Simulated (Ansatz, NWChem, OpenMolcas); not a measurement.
## How methods differ on BHOF2 (difluorohydroxyborane)

BHOF2: 5 atoms, total charge 0, spin state singlet. As SMILES, `OB(F)F`. The shape is that of a PBE0-D4/def2-TZVP optimisation.

Each level gives the HOMO–LUMO gap (eV). The values are calculated.

| level | kind | program | value (eV) | CPU time |
| --- | --- | --- | --- | --- |
| SVWN5/def2-SVPD | LDA | Ansatz | 8.41 | 3.2 s |
| PBE/def2-SVPD | GGA | NWChem | 8.21 | 26 s |
| r2SCAN/def2-SVPD | meta-GGA | Ansatz | 9.39 | 8.1 s |
| BHLYP/def2-SVPD | global hybrid | Ansatz | 12.89 | 4.9 s |
| M06-2X/def2-SVPD | hybrid meta-GGA | OpenMolcas | 12.62 | 33 s |
| wB97M-V/def2-SVPD | range-separated hybrid | Ansatz | 14.12 | 34 s |
| wB97X/def2-SVPD | range-separated hybrid | Ansatz | 15.16 | 15 s |
| B2PLYP/def2-SVPD | double hybrid | OpenMolcas | 13.07 | 21 s |

The values span 8.21 to 15.16 eV. Orbital gaps aren't excitation energies, and those of double hybrids come from the SCF part alone; they tend to grow with the share of exact exchange. CPU times are rough (shared hosts, several kinds of processor and program).

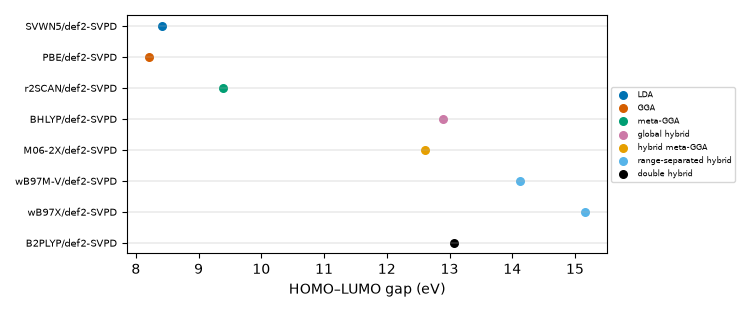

The values of the table, level by level.
